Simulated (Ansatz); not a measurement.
## Ab initio dynamics of molten Be14.0F57.4La0.4Li28.1 (235 atoms)

Aim: follow Be14.0F57.4La0.4Li28.1 (235 atoms) in the fluid state with forces from DFT, and read its local order and motion.

Program: Ansatz 0.2.0. Level of theory: Kohn-Sham DFT, PBE, PAW (set soft_2), plane waves. Results are calculated unless marked as measured.

## Step 1: Starting point

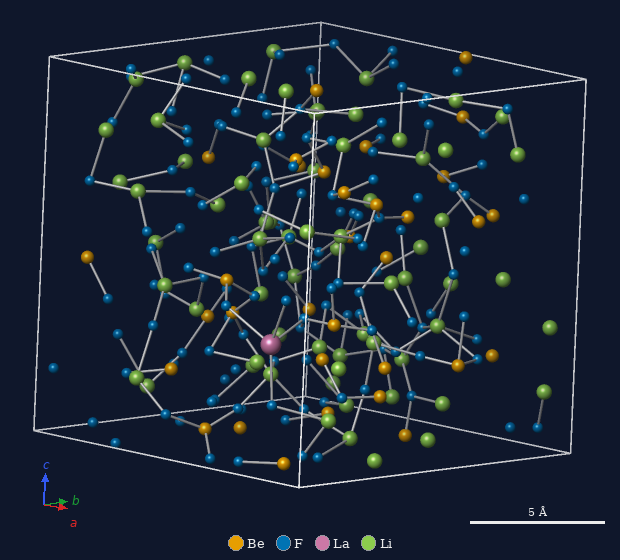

The starting structure, seen slightly off an axis (beryllium orange, fluorine blue, lanthanum pink, lithium green). Bonds to atoms that aren't drawn are left out. Some periodic images of atoms are drawn too.

The cell holds 235 atoms: 33 Be, 135 F, 1 La and 66 Li. Its edges and angles: a = 14.238 Å, b = 14.238 Å, c = 14.238 Å, α = 90.0°, β = 90.0°, γ = 90.0°. 235 atoms (33 Be, 135 F, 1 La, 66 Li) packed at random in a cube at 1.99 g/cm³ and pushed apart as soft spheres, cations and anions kept from their own kind; a start for melting by ab initio MD, not an equilibrated structure. The starting density is a measured one.

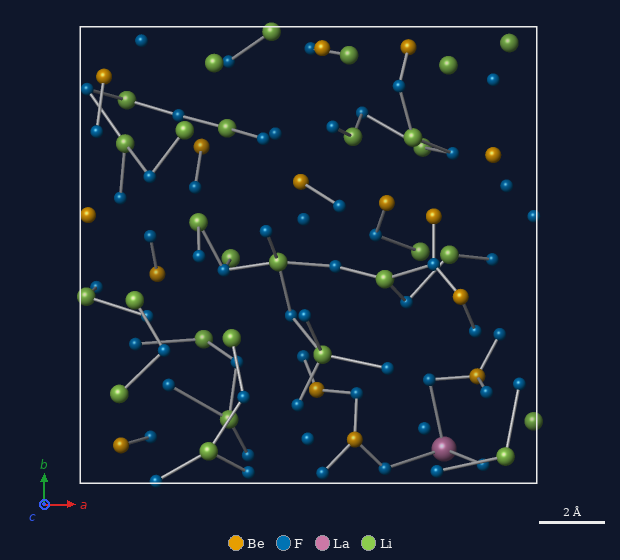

A slice 6 Å thick through the middle of the cell. Bonds to atoms that aren't drawn are left out.

Limits known from the start: Sampling is at Γ alone, for a cell whose shortest periodic width is 14 Å. The levels lack spin–orbit coupling, which is large for the heavy elements here.

## Step 2: Single point at the start

The forces at the start show how far the geometry lies from a minimum of this functional.

Contents of input.yaml:

```yaml
crystal:
  lattice:
    - [14.2382, 0.0, 0.0]
    - [0.0, 14.2382, 0.0]
    - [0.0, 0.0, 14.2382]
  atoms:
    - { symbol: Be, position: [0.77417, 0.58476, 0.6353] }
    - { symbol: Be, position: [0.85206, 0.08578, 0.84582] }
    - { symbol: Be, position: [0.51798, 0.20496, 0.3757] }
    - { symbol: Be, position: [0.69718, 0.99504, 0.21514] }
    [... 225 atom lines left out ...]
    - { symbol: Li, position: [0.37287, 0.04402, 0.8823] }
    - { symbol: Li, position: [0.43364, 0.48479, 0.53975] }
    - { symbol: Li, position: [0.78185, 0.73458, 0.12361] }
    - { symbol: Li, position: [0.73261, 0.44627, 0.04972] }
    - { symbol: Li, position: [0.56899, 0.481, 0.26525] }
    - { symbol: Li, position: [0.09834, 0.74422, 0.50604] }
kpoints:
  mp_grid: { grid: [1, 1, 1] }
hamiltonian:
  xc: pbe
scf:
  occupations: { method: fermi_dirac, width: 0.1 }
output:
  forces: true
```

Started as:

```
$ ansatz run input.yaml --threads 32 --pin off --max-ram 143360MiB --backend cuda --events-out ev --progress --plain --runs-dir out
```

Wall time 2.7 s (1 × NVIDIA GB200 with 32 threads of Arm Neoverse V2, shared host); peak memory 1.7 GiB; 7.6 s of CPU time.

That memory is the host's; the program planned up to 7.8 GiB on the GPU. Forces of this run were stored rounded, and per-atom blocks of the log weren't kept.

The run gave:

| Quantity | Value |
| --- | --- |
| free energy | -131993.9745 eV |
| free energy per atom | -561.6765 eV/atom |
| SCF cycles | 19 |
| r.m.s. force component | 1.409 eV/Å |
| longest force | 5.864 eV/Å |
| Fermi energy | 1.359 eV |

The r.m.s. force component of 1.4 eV/Å sets the starting point.

Length of the force by element:

```csv
element,coordination,atoms,mean length of the force (eV/Å),spread,least,most
Be,all,33,3.11,1.44,0.635,5.86
F,all,135,2.26,1.03,0.329,5.09
La,all,1,1.97,0,1.97,1.97
Li,all,66,1.48,0.650,0.212,3.18
```

## Step 3: Melting at 1160 K

The random start is held at a high temperature, to make it forget its packing.

Edit input.yaml of step 2 so:

```diff
@@ -15 +15,8 @@
   forces: true
+md:
+  timestep: 2
+  n_steps: 190
+  ensemble: nvt_langevin
+  temperature: 1160
+  initial_velocities: maxwell_boltzmann
+  seed: 6440
```

Run time: 2.5 min. Hardware: 1 × NVIDIA GB200 with 32 threads; peak memory 1.8 GiB.

That memory is the host's.

The program notes that it switched symmetry off.

The trajectory, sampled:

```
time (fs)  T (K)  potential (meV/atom)
      0.0   1155                   0.0
     24.0   3799                -416.5
     52.0   3535                -575.8
     76.0   3250                -693.4
    104.0   2686                -765.5
    128.0   2495                -842.7
    152.0   2180                -880.4
    180.0   1914                -919.0
    200.0   1913                -948.8
    228.0   1612                -967.6
    252.0   1474                -976.4
    276.0   1464               -1003.0
    304.0   1421               -1011.0
    328.0   1453               -1035.0
    356.0   1318               -1033.5
    380.0   1264               -1034.9
```

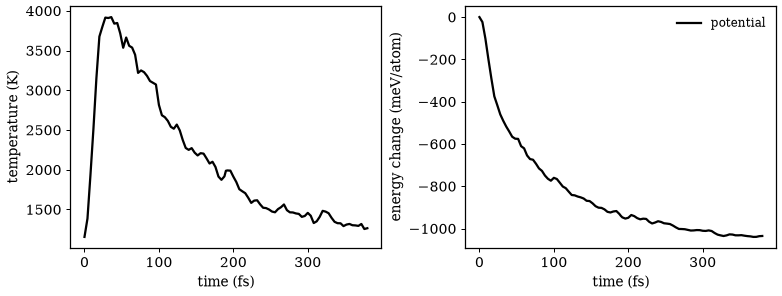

Temperature and energies against time.

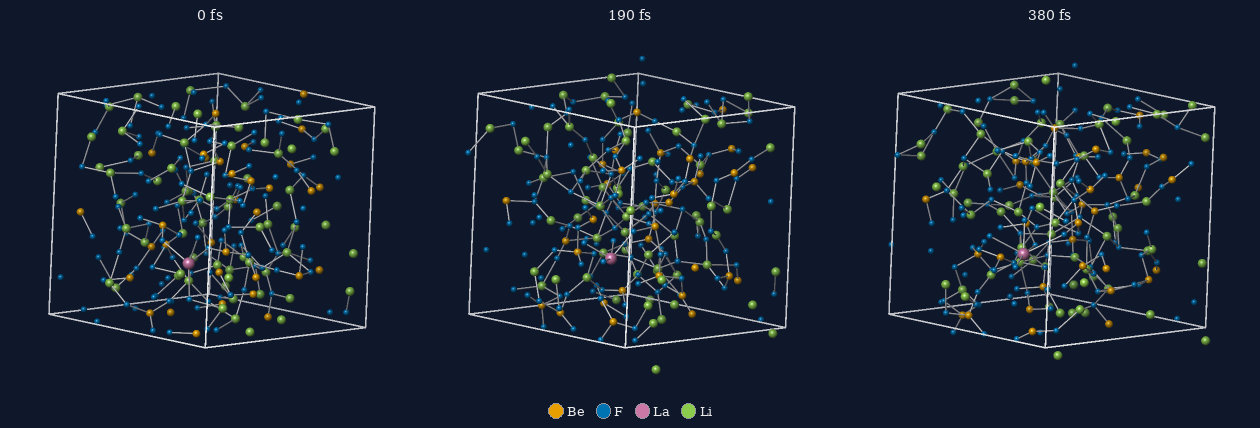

3 frames of the run. Bonds to atoms that aren't drawn are left out.

Mean square displacement from the first frame to the last: Be 3.3 Å², F 2.7 Å², La 0.67 Å², Li 6.5 Å².

Table of mean square displacement by time lag:

```csv
time lag (fs),Be (Å²),F (Å²),La (Å²),Li (Å²)
25,0.229,0.133,0.0243,0.373
50,0.430,0.360,0.0760,0.921
75,0.601,0.561,0.128,1.38
100,0.751,0.741,0.178,1.78
125,0.908,0.915,0.231,2.18
150,1.07,1.08,0.278,2.59
175,1.23,1.24,0.320,2.98
```

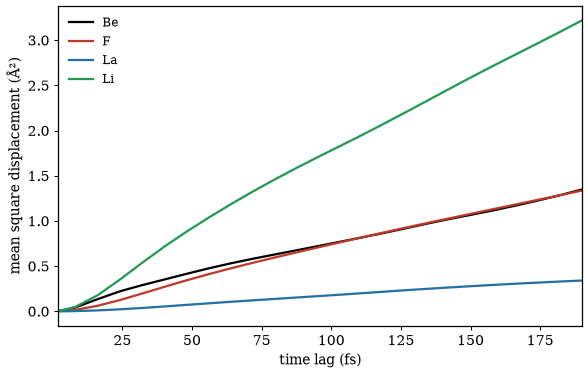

Mean square displacement, plotted against time lag.

Over the second half of 380 fs the temperature averages 1495 K, falling from about 1781 to 1304 K (means over the first and last quarter of that half). From first frame to last Li has the largest mean square displacement, 6.5 Å² at the end; the farthest move is 4.93 Å. By the end of the lags followed (0.19 ps), the least mobile element has a mean square displacement of 0.34 Å², too little over such short lags to show that the memory of the start is lost. The mean temperature of 1495 K lies well off the 1160 K of the input, so the thermostat hasn't yet brought the run to equilibrium. The run spans 0.38 ps, too short for its means to be equilibrium values.

## Step 4: Brought to 773 K

A Langevin thermostat brings the cell to the temperature of interest.

Contents of input.yaml:

```yaml
crystal:
  lattice:
    - [14.2382, 0.0, 0.0]
    - [0.0, 14.2382, 0.0]
    - [0.0, 0.0, 14.2382]
  atoms:
    - { symbol: Be, position: [0.71501, 0.70088, 0.66332] }
    - { symbol: Be, position: [0.80475, 0.08927, 0.80149] }
    - { symbol: Be, position: [0.52968, 0.16135, 0.32401] }
    - { symbol: Be, position: [0.64123, 0.03194, 0.20242] }
    [... 225 atom lines left out ...]
    - { symbol: Li, position: [0.32109, 0.94775, 0.63068] }
    - { symbol: Li, position: [0.39393, 0.47209, 0.71659] }
    - { symbol: Li, position: [0.70146, 0.67558, 0.15984] }
    - { symbol: Li, position: [0.69097, 0.39032, 0.07404] }
    - { symbol: Li, position: [0.72879, 0.50779, 0.26788] }
    - { symbol: Li, position: [0.12793, 0.59993, 0.45689] }
kpoints:
  mp_grid: { grid: [1, 1, 1] }
hamiltonian:
  xc: pbe
scf:
  occupations: { method: fermi_dirac, width: 0.067 }
output:
  forces: true
md:
  timestep: 2
  n_steps: 260
  ensemble: nvt_langevin
  temperature: 773
  initial_velocities: maxwell_boltzmann
  seed: 7810
```

It took 2.6 min on 1 × NVIDIA GB200 with 32 threads; peak memory 1.6 GiB.

That memory is the host's.

Rows from the run:

```
time (fs)  T (K)  potential (meV/atom)
      0.0    770                   0.0
     36.0    898                 -38.5
     72.0    937                 -56.4
    108.0    910                 -60.2
    138.0    923                 -76.6
    174.0    892                 -90.7
    210.0    826                 -93.4
    246.0    814                 -96.8
    276.0    802                 -98.8
    312.0    784                -100.6
    348.0    796                 -99.8
    384.0    793                -100.9
    414.0    807                -103.1
    450.0    747                 -90.6
    486.0    793                 -93.4
    520.0    819                 -98.1
```

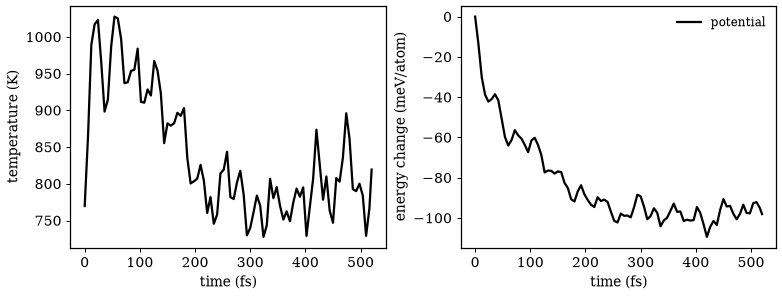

Temperature and energies against time.

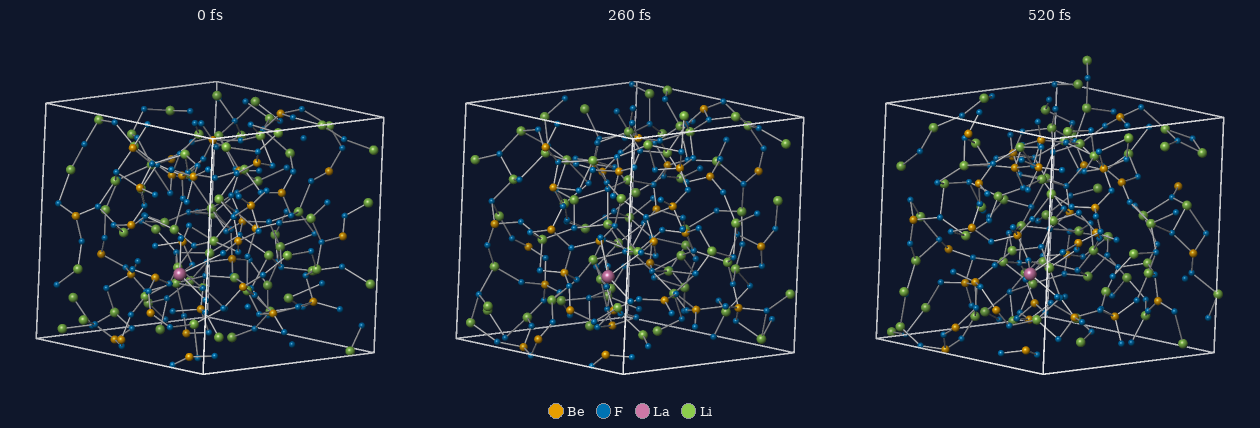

3 frames of the run. Bonds to atoms that aren't drawn are left out.

Mean square displacement from the first frame to the last: Be 0.70 Å², F 1.1 Å², La 0.72 Å², Li 2.7 Å².

The mean square displacement by time lag:

```csv
time lag (fs),Be (Å²),F (Å²),La (Å²),Li (Å²)
2,9.2e-4,4.4e-4,5.4e-5,0.00123
34,0.0703,0.0868,0.0137,0.216
66,0.129,0.203,0.0443,0.418
98,0.183,0.307,0.0874,0.573
130,0.236,0.398,0.140,0.698
162,0.284,0.477,0.199,0.804
194,0.323,0.545,0.262,0.890
226,0.364,0.615,0.329,0.982
260,0.421,0.695,0.409,1.09
```

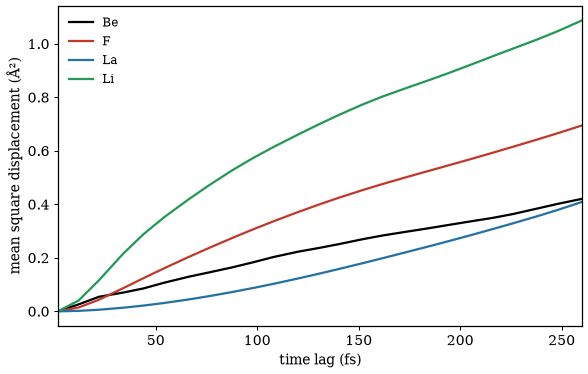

Mean square displacement, plotted against time lag.

Over the second half of 520 fs the temperature averages 785 K with swings of 36 K r.m.s. From first frame to last Li has the largest mean square displacement, 2.7 Å² at the end; the farthest move is 4.62 Å. The run spans 0.52 ps, too short for its means to be equilibrium values.

## Step 5: Liquid at 773 K

The hot cell is sampled with a Nosé–Hoover thermostat, which disturbs diffusion little, and with stress on.

Contents of input.yaml:

```yaml
crystal:
  lattice:
    - [14.2382, 0.0, 0.0]
    - [0.0, 14.2382, 0.0]
    - [0.0, 0.0, 14.2382]
  atoms:
    - { symbol: Be, position: [0.71059, 0.70281, 0.7069] }
    - { symbol: Be, position: [0.80247, 0.12001, 0.83809] }
    - { symbol: Be, position: [0.43133, 0.14213, 0.2919] }
    - { symbol: Be, position: [0.62501, 0.08067, 0.20782] }
    [... 225 atom lines left out ...]
    - { symbol: Li, position: [0.29404, 0.97543, 0.59317] }
    - { symbol: Li, position: [0.41739, 0.52263, 0.69182] }
    - { symbol: Li, position: [0.68327, 0.66341, 0.24176] }
    - { symbol: Li, position: [0.67032, 0.5403, 0.03615] }
    - { symbol: Li, position: [0.40915, 0.55873, 0.33713] }
    - { symbol: Li, position: [0.08459, 0.63343, 0.54507] }
kpoints:
  mp_grid: { grid: [1, 1, 1] }
hamiltonian:
  xc: pbe
scf:
  occupations: { method: fermi_dirac, width: 0.067 }
output:
  forces: true
  stress: true
md:
  timestep: 2
  n_steps: 1430
  ensemble: nvt_nose_hoover
  temperature: 773
  initial_velocities: maxwell_boltzmann
  seed: 7
```

The job ended after 15 min (1 × NVIDIA GB200 with 32 threads; peak memory 1.7 GiB).

That memory is the host's.

The program notes that the SCF threshold is loose for the stress.

Rows from the run:

```csv
time (fs),T (K),potential (meV/atom),conserved (meV/atom)
0.0,773,0.0,0.00
210.0,818,-14.8,-0.01
390.0,752,-21.5,0.01
600.0,827,-19.8,-0.04
780.0,744,-20.2,-0.06
960.0,767,-31.9,-0.12
1170.0,810,-22.0,-0.11
1350.0,816,-39.6,-0.20
1530.0,759,-29.7,-0.07
1710.0,822,-30.1,-0.11
1906.0,785,-42.5,-0.21
2100.0,762,-31.9,-0.07
2280.0,778,-24.5,-0.10
2490.0,838,-25.5,-0.07
2670.0,776,-33.5,-0.12
2860.0,721,-30.2,-0.08
```

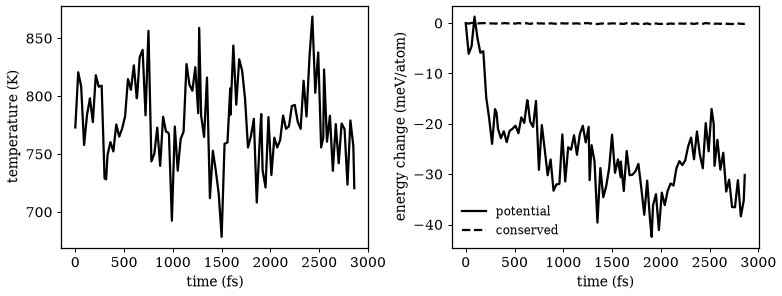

Temperature and energies against time.

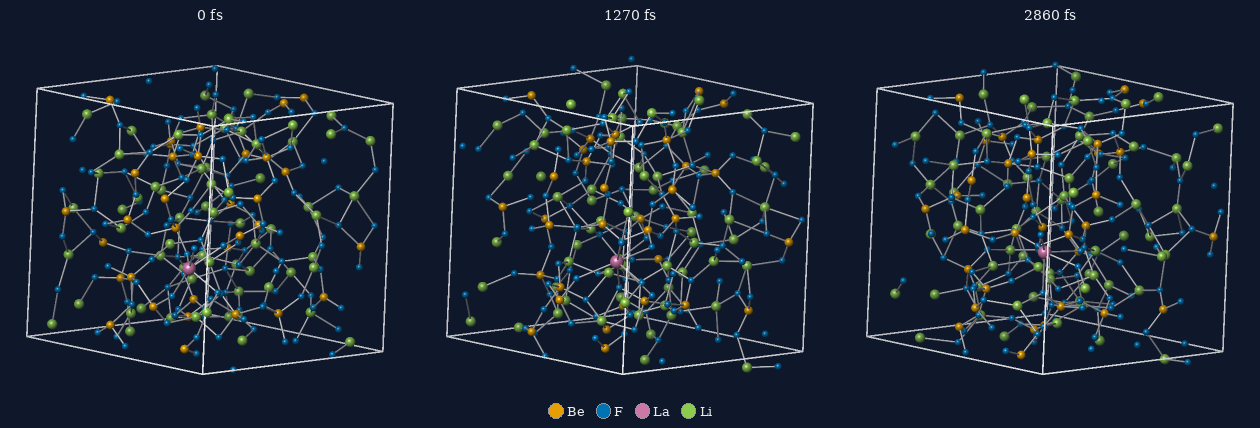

3 frames of the run. Bonds to atoms that aren't drawn are left out.

Mean square displacement from the first frame to the last: Be 1.7 Å², F 2.5 Å², La 1.9 Å², Li 5.8 Å².

Table of mean square displacement by time lag:

| time lag (fs) | Be (Å²) | F (Å²) | La (Å²) | Li (Å²) |
| --- | --- | --- | --- | --- |
| 2 | 8.6e-4 | 4.1e-4 | 5.5e-5 | 0.00111 |
| 180 | 0.277 | 0.507 | 0.201 | 0.799 |
| 358 | 0.418 | 0.755 | 0.378 | 1.22 |
| 536 | 0.480 | 0.878 | 0.513 | 1.59 |
| 716 | 0.547 | 0.991 | 0.550 | 1.92 |
| 894 | 0.605 | 1.09 | 0.491 | 2.22 |
| 1072 | 0.633 | 1.17 | 0.474 | 2.38 |
| 1250 | 0.626 | 1.22 | 0.558 | 2.56 |
| 1430 | 0.662 | 1.30 | 0.670 | 2.78 |

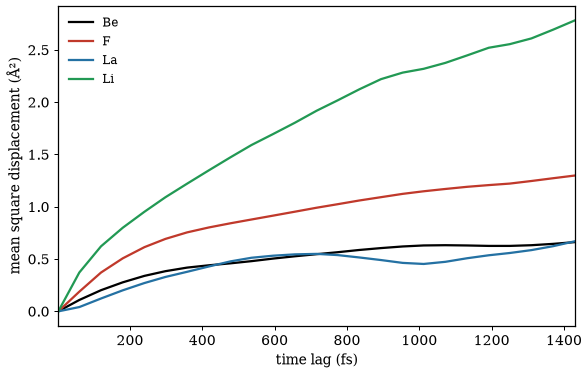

Mean square displacement, plotted against time lag.

The vibrational density of states has structure finer than the step of the table below, so its rows give means over 100 cm⁻¹, whole bins alone (the curve runs from 0 to 1493 cm⁻¹). Peaks (cm⁻¹: height): Be 364.2: 0.103, 815.7: 0.339, 844.8: 0.319; F 160.2: 1.48, 378.7: 1.05; La 29.1: 0.0132, 72.8: 0.0481, 160.2: 0.0134; Li 254.9: 0.577, 349.6: 0.664, 437.0: 0.512.

From 1145 steps of 2.0 fs, resolution about 15 cm-1. The vibrational density of states by wavenumber; means over each step; values in 1e-3 per cm⁻¹:

```csv
wavenumber (cm⁻¹),Be,F,La,Li
100,0.0688,1.33,0.0187,0.393
200,0.0611,1.40,0.00515,0.527
300,0.0611,1.05,0.00219,0.513
400,0.0812,0.800,0.00126,0.492
500,0.0754,0.416,2.9e-4,0.392
600,0.127,0.233,1.8e-4,0.200
700,0.227,0.0951,9.5e-5,0.0834
800,0.310,0.0871,5.9e-5,0.0418
900,0.216,0.0613,3.7e-5,0.0210
1000,0.0760,0.0238,4.6e-6,0.00999
1100,0.0172,0.00714,2.6e-6,0.00490
1200,0.00849,0.00396,7.3e-7,0.00270
1300,0.00643,0.00267,2.5e-7,0.00136
1400,0.00407,0.00168,1.9e-7,6.7e-4
```

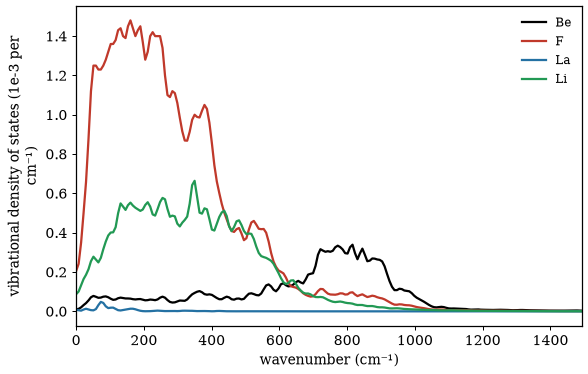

Vibrational density of states against wavenumber.

Over the second half of 2860 fs the temperature averages 775 K with swings of 37 K r.m.s. The conserved energy stays within 0.21 meV/atom. From first frame to last Li has the largest mean square displacement, 5.8 Å² at the end; the farthest move is 5.13 Å. By the end of the lags followed (1.43 ps), the least mobile element has a mean square displacement of 0.66 Å², levelling off over these lags, as for caged atoms. The slope of the later half of the mean square displacement gives diffusion coefficients of about 1.9e-5 cm²/s (Li); over so short a run these are rough. Distinct peaks of the vibrational density of states (Be) stand at 364, 816 and 845 cm⁻¹; the one at 816 cm⁻¹ is strongest. The run spans 2.86 ps, short against slow rearrangements.

(Continued in part 2 of 2.)

[Logs are printed without paths, hosts, clocks, repeated set-up lines and the standing remarks that a program may print on its own settings, such as how far it seeks lower states.]

[Hosts, paths, dates, database ids (printed as entryN), source tags and the programs' standing remarks are cut or masked in the printed files.]
